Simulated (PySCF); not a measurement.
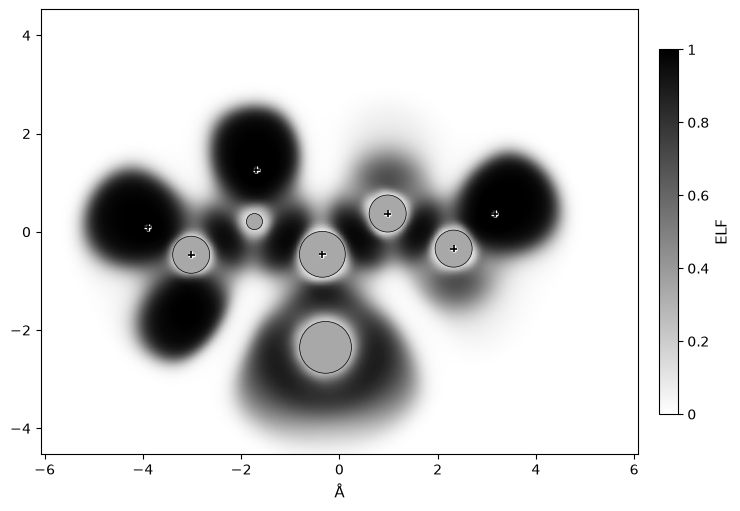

The electron localisation function on a plane through atoms (crosses mark nuclei in the plane; grey discs cover the cores).

These are results of PySCF 2.14.0, PBE0/def2-SVPD, SCF density, gas phase, not measurements.

Candidates:
A. C$_{4}$H$_{10}$BBr (SMILES CCB(Br)CC)
B. C$_{2}$H$_{12}$Si$_{3}$ (SMILES C[Si](C)([SiH3])[SiH3])

Q: Which system is this?

A: Candidate A: C$_{4}$H$_{10}$BBr on the plane of atoms B1, C9 and C10, which holds B, C and H. C–C (1.52 Å): the ELF peaks at about 0.95 between the atoms, as expected for a covalent bond. C–B (1.57 Å): the ELF peaks at about 1 between the atoms: a covalent bond.
